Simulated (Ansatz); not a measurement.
## Run report: Si$_{2}$NH$_{3}$BrF, single-point calculation

System: Si$_{2}$NH$_{3}$BrF, multiplicity 7.
Method: UKS PBE-d3bj/cc-pVTZ-DK (Ansatz 0.2.0).

Some settings of this run were made unusual or wrong on purpose. The geometry comes from this level: PBE0-D4/def2-TZVP. Figures and captions count atoms from 1; the log counts them from 0 in places.

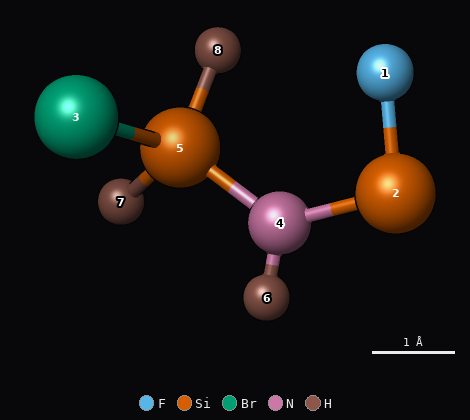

**Figure 1.** The input geometry (ball-and-stick view, seen at a tilt; atoms are numbered from 1 in the order of the input).

## Input file
```yaml
crystal:
  periodic: [false, false, false]
  atoms:
    - {symbol: F, position_ang: [-0.579023, -1.860116, 1.024461]}
    - {symbol: Si, position_ang: [-0.776800, -0.600196, 1.791797]}
    - {symbol: Br, position_ang: [2.247229, -0.026790, -0.851844]}
    - {symbol: N, position_ang: [-0.313486, 0.436346, 0.684247]}
    - {symbol: Si, position_ang: [0.217123, 0.222137, -0.804330]}
    - {symbol: H, position_ang: [-0.313154, 1.322480, 0.975042]}
    - {symbol: H, position_ang: [-0.053540, 1.342371, -1.529203]}
    - {symbol: H, position_ang: [-0.343525, -0.888855, -1.341506]}
basis:
  gaussian: {orbitals: cc-pVTZ-DK, fitting: {mean_field: cc-pVTZ-jkfit}}
magnetization: {spin_polarized: true, initial_magnetization: 6}
hamiltonian: {xc: {name: PBE}, dispersion: d3bj}
output: {forces: true}
```

Launch command:
```bash
ansatz run in.yaml --threads 4 --pin off --events-out ev --progress --plain --max-ram 10444MiB
```

## The program's output
```
Functional definition: PBE
  name "PBE"
  cite "Perdew, Burke & Ernzerhof, Phys. Rev. Lett. 77, 3865 (1996) doi:10.1103/PhysRevLett.77.3865"
  parent pbe
  parameter kappa = 0.804
  parameter beta = 0.06672455060314922
  exchange = pbe_x(kappa = kappa, mu = beta*pi^2/3)
  correlation = pbe_c(beta = beta)
697 factors; integrals over basis functions are off by at most 8.4e-1 eV
mean field evaluation 1: about -90904.6026 eV, gradient 7.4e1 eV
mean field evaluation 2: about -90594.3471 eV, gradient 2.2e2 eV
mean field evaluation 4: about -90882.7198 eV, gradient 6.9e1 eV
mean field evaluation 8: about -90931.6404 eV, gradient 7.0e0 eV
mean field evaluation 16: about -90932.0461 eV, gradient 3.5e-2 eV
mean field evaluation 32: about -90932.0461 eV, gradient 2.8e-5 eV
mean field evaluation 64: about -90931.9861 eV, gradient 1.0e0 eV
mean field evaluation 96: about -90930.9251 eV, gradient 1.8e0 eV
mean field -90932.04612193 eV, -3341.6910590264 hartree, gradient 4.9e-6 eV, S^2 12.003974; 10 other end points of the search recorded, 0 dependent functions left out
the calculation of the forces begins
reference -90932.04616492 eV, -3341.6910606063 hartree; 44, 38 occupied and 169, 175 virtual orbitals, 697 factors
Total energy: -90932.30213072 eV, -3341.7004671760 hartree
Relativity: scalar
Atom 0 at    -0.579023    -1.860116     1.024461 Å, force     1.026052    -6.452505    -3.620707 eV/Å
Atom 1 at    -0.776800    -0.600196     1.791797 Å, force    -3.984994    -0.135473    10.615037 eV/Å
Atom 2 at     2.247229    -0.026790    -0.851844 Å, force     7.624319    -0.921875     0.379200 eV/Å
Atom 3 at    -0.313486     0.436346     0.684247 Å, force     0.739963     1.753131    -0.192604 eV/Å
Atom 4 at     0.217123     0.222137    -0.804330 Å, force    -2.812160     0.341256    -5.109024 eV/Å
Atom 5 at    -0.313154     1.322480     0.975042 Å, force    -0.019867     5.508388     1.734272 eV/Å
Atom 6 at    -0.053540     1.342371    -1.529203 Å, force    -0.810335     2.858597    -2.238716 eV/Å
Atom 7 at    -0.343525    -0.888855    -1.341506 Å, force    -1.762978    -2.951519    -1.567458 eV/Å
Dipole moment:     0.460588     0.088029    -0.239266 e Å
```

## Outcome

| quantity | value |
| --- | --- |
| outcome | converged |
| total energy | −90932.3021 eV |
| mean-field energy | −90932.0462 eV |
| dispersion energy | −0.2560 eV |
| ⟨S²⟩ | 12.004 |
| SCF solution under orbital rotations | stable |
| largest force (length of the vector) | 11.339 eV/Å |
| dipole moment | 2.53 D |
| hardware | 4 threads of Arm Neoverse V2, 23 GiB of memory available, shared host |
| wall time | 14 s (CPU time 52 s) |
| peak memory | 0.53 GiB |

## Diagnosis

A setting was made wrong on purpose: spin. The run converged all the same; its numbers are those of the faulty input and shouldn't be used.
